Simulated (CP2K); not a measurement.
**GaCl2F (SMILES [F][Ga]([Cl])[Cl]): GFN1-xTB**

Aim: the vertical electron affinity of GaCl2F at GFN1-xTB, from 2 runs. 

The calculation is run with CP2K 2026.2.

3 further runs of the same task are left out: 1 that didn't finish, 2 set aside as unsound or not needed.

## 1. The molecule

GaCl2F has 4 atoms, charge 0, and is taken as a singlet. SMILES: `[F][Ga]([Cl])[Cl]`. The shape comes from GFN2-xTB, which is rough for such elements, and wasn't checked as a minimum.

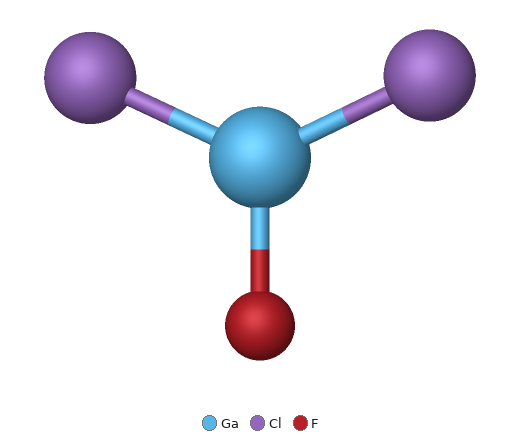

Viewed from a chosen angle; gallium blue, chlorine purple, fluorine red.

## 2. Energy and forces at GFN1-xTB

The input, molecule.inp:

```
&FORCE_EVAL
  METHOD QS
  &DFT
    CHARGE 0
    MULTIPLICITY 1
    # Quickstep
    &QS
      METHOD XTB
      EPS_DEFAULT 1.0E-10
      &XTB
        GFN_TYPE TBLITE
        &TBLITE
          METHOD GFN1
        &END TBLITE
        CHECK_ATOMIC_CHARGES F
      &END XTB
    &END QS
    &POISSON
      PERIODIC NONE
      POISSON_SOLVER ANALYTIC
    &END POISSON
    # self-consistent field
    &SCF
      SCF_GUESS ATOMIC
      EPS_SCF 1.0E-06
      MAX_SCF 150
      ADDED_MOS 2
      &DIAGONALIZATION
        ALGORITHM STANDARD
      &END DIAGONALIZATION
      &MIXING
        METHOD DIRECT_P_MIXING
        ALPHA 0.4
      &END MIXING
      &SMEAR ON
        METHOD FERMI_DIRAC
        ELECTRONIC_TEMPERATURE [K] 300
      &END SMEAR
    &END SCF
    # extra output
    &PRINT
      &MOMENTS
        PERIODIC F
        REFERENCE COM
        MAX_MOMENT 1
      &END MOMENTS
      &MO ON
        ENERGIES T
        OCCUPATION_NUMBERS T
        NDIGITS 6
        &EACH
          QS_SCF 0
        &END EACH
        ADD_LAST NUMERIC
      &END MO
      &HIRSHFELD OFF
      &END HIRSHFELD
    &END PRINT
  &END DFT
  &SUBSYS
    # box in angstrom
    &CELL
      ABC [angstrom] 13.3 13.2 10
      PERIODIC NONE
    &END CELL
    &COORD
      UNIT bohr
      Ga     0.0148910     0.0259081     0.0003402
      Cl     3.9127346    -0.4220514     0.0277034
      Cl    -2.2338453     3.2397654    -0.0300277
      F     -1.6937804    -2.8436221     0.0020031
    &END COORD
    &TOPOLOGY
      &CENTER_COORDINATES
      &END CENTER_COORDINATES
    &END TOPOLOGY
  &END SUBSYS
  # extra output
  &PRINT
    &FORCES ON
    &END FORCES
  &END PRINT
&END FORCE_EVAL

&GLOBAL
  PROJECT_NAME molecule
  RUN_TYPE ENERGY_FORCE
  PRINT_LEVEL MEDIUM
&END GLOBAL
```

Run with:

```sh
$ OMP_NUM_THREADS=1 cp2k.psmp molecule.inp > molecule.out
```

The program printed:

```text
CP2K| version string:                                       CP2K version 2026.2
[...]
 GLOBAL| Method name                                                        CP2K
[...]
 GLOBAL| Run type                                                   ENERGY_FORCE
[...]
                             - Atoms:                                          4
[...]
                             - Spherical basis functions:                     31
[...]
 Number of electrons:                                                         24
[...]
  *** SCF run converged in    14 steps ***
[...]
  Fermi energy:                                                -0.29199057766925
[...]
 TB_DIPOLE| Moment [Debye]          1.18239762       1.99114423      -0.00085105
 TB_DIPOLE| Derivative [a.u.]       0.00000000       0.00000000       0.00000000
[...]
 ENERGY| Total FORCE_EVAL ( QS ) energy [hartree]            -15.133560962528046
 FORCES| Atomic forces [hartree/bohr]
 FORCES|   Atom     x               y               z               |f|
 FORCES|      1 -1.21204945E-02 -2.07010672E-02  8.70783625E-06   2.39883440E-02
 FORCES|      2  4.77033894E-03  7.70779707E-04  2.94863107E-05   4.83229805E-03
 FORCES|      3 -1.70395322E-03  4.71107508E-03 -3.17351171E-05   5.00985948E-03
 FORCES|      4  9.05410881E-03  1.52192124E-02 -6.45902991E-06   1.77087932E-02
 FORCES| Sum     3.12250226E-17 -7.97972799E-17 -1.64324392E-19
 FORCES| Total atomic force                                       8.56891762E-17
[...]
```

It took 0.89 s on 1 thread of Intel Xeon Platinum 8375C at 2.90GHz (Ice Lake), shared host; peak memory 0.19 GiB.

## 3. The doublet anion

The input, gas.inp:

```
&FORCE_EVAL
 METHOD Quickstep
 &DFT
  CHARGE -1
  MULTIPLICITY 2
  UKS T
  &QS
   METHOD XTB
   EPS_DEFAULT 1.0E-10
   &XTB
    GFN_TYPE TBLITE
    &TBLITE
     METHOD GFN1
    &END TBLITE
    CHECK_ATOMIC_CHARGES F
   &END XTB
  &END QS
  &POISSON
   PERIODIC NONE
   POISSON_SOLVER ANALYTIC
  &END POISSON
  &SCF
   SCF_GUESS ATOMIC
   EPS_SCF 1.0E-06
   MAX_SCF 150
   ADDED_MOS 8
   &DIAGONALIZATION
    ALGORITHM STANDARD
   &END DIAGONALIZATION
   &MIXING
    METHOD DIRECT_P_MIXING
    ALPHA 0.4
   &END MIXING
   &SMEAR ON
    METHOD FERMI_DIRAC
    ELECTRONIC_TEMPERATURE [K] 300
   &END SMEAR
  &END SCF
  &PRINT
   &MOMENTS
    PERIODIC F
    REFERENCE COM
    MAX_MOMENT 1
   &END MOMENTS
   &MO ON
    ENERGIES T
    OCCUPATION_NUMBERS T
    NDIGITS 6
    &EACH
     QS_SCF 0
    &END EACH
    ADD_LAST NUMERIC
   &END MO
   &HIRSHFELD OFF
   &END HIRSHFELD
  &END PRINT
 &END DFT
 &SUBSYS
  &CELL
   ABC 13.3 13.2 10
   PERIODIC NONE
  &END CELL
  &COORD
   UNIT bohr
   Ga     0.0148910     0.0259081     0.0003402
   Cl     3.9127346    -0.4220514     0.0277034
   Cl    -2.2338453     3.2397654    -0.0300277
   F     -1.6937804    -2.8436221     0.0020031
  &END COORD
  &TOPOLOGY
   &CENTER_COORDINATES
   &END CENTER_COORDINATES
  &END TOPOLOGY
 &END SUBSYS
 &PRINT
  &FORCES ON
  &END FORCES
 &END PRINT
&END FORCE_EVAL
&GLOBAL
 PROJECT_NAME gas
 RUN_TYPE ENERGY_FORCE
 PRINT_LEVEL MEDIUM
&END GLOBAL
```

Run with:

```sh
$ OMP_NUM_THREADS=1 cp2k.psmp -i gas.inp > gas.out 2>&1
```

The program printed:

```text
CP2K| version string:                                       CP2K version 2026.2
[...]
 GLOBAL| Method name                                                        CP2K
[...]
 GLOBAL| Run type                                                   ENERGY_FORCE
[...]
                             - Atoms:                                          4
[...]
                             - Spherical basis functions:                     31
[...]
 Number of electrons:                                                         13
[...]
  *** SCF run converged in    10 steps ***
[...]
  Fermi energy:                                                -0.05489128702150
[...]
 TB_DIPOLE| Moment [Debye]          0.68793837       1.16157768      -0.00006148
 TB_DIPOLE| Derivative [a.u.]       0.00000000       0.00000000       0.00000000
[...]
 ENERGY| Total FORCE_EVAL ( QS ) energy [hartree]            -15.292186648308169
 FORCES| Atomic forces [hartree/bohr]
 FORCES|   Atom     x               y               z               |f|
 FORCES|      1 -1.92529493E-02 -3.26826413E-02  1.14543136E-04   3.79321002E-02
 FORCES|      2  1.03604929E-01 -8.66029908E-03  6.93060565E-04   1.03968564E-01
 FORCES|      3 -5.70580194E-02  8.71530644E-02 -8.16450843E-04   1.04172649E-01
 FORCES|      4 -2.72939598E-02 -4.58101240E-02  8.84714214E-06   5.33247389E-02
 FORCES| Sum    -4.85722573E-17  2.08166817E-17 -1.35525272E-19
 FORCES| Total atomic force                                       5.28452154E-17
[...]
```

Run time: 0.89 s. Hardware: 1 thread of Intel Xeon Platinum 8375C at 2.90GHz (Ice Lake), shared host; peak memory 0.19 GiB.

## 4. Summary of results

At GFN1-xTB:

```
                                                 quantity         value
                             singlet GaCl2F: total energy  -15.13356 Eh
singlet GaCl2F: dipole moment (from atomic charges alone)        2.32 D
                              singlet GaCl2F: HOMO energy     -13.04 eV
                              singlet GaCl2F: LUMO energy      -7.05 eV
                            singlet GaCl2F: HOMO–LUMO gap       6.00 eV
                 singlet GaCl2F: largest force on an atom    1.234 eV/Å
                              doublet anion: total energy  -15.29219 Eh
        doublet anion: HOMO energy (highest over α and β)      -1.65 eV
         doublet anion: LUMO energy (lowest over α and β)      -1.34 eV
                  doublet anion: largest force on an atom    5.357 eV/Å
        vertical electron affinity (to the doublet anion)      4.316 eV
```

What this shows: At fixed nuclei the extra electron is bound by 4.32 eV (416 kJ/mol). The largest force (singlet GaCl2F) is 1.23 eV/Å: the shape isn't a stationary point for this species at this level. A minimal valence basis can't be trusted even for the sign of an electron affinity. xTB total energies overstate such differences by several eV unless an empirical shift is taken off; none is applied here. The dipole (singlet GaCl2F) comes from point charges on the atoms alone, without atomic dipoles, so it is partial.
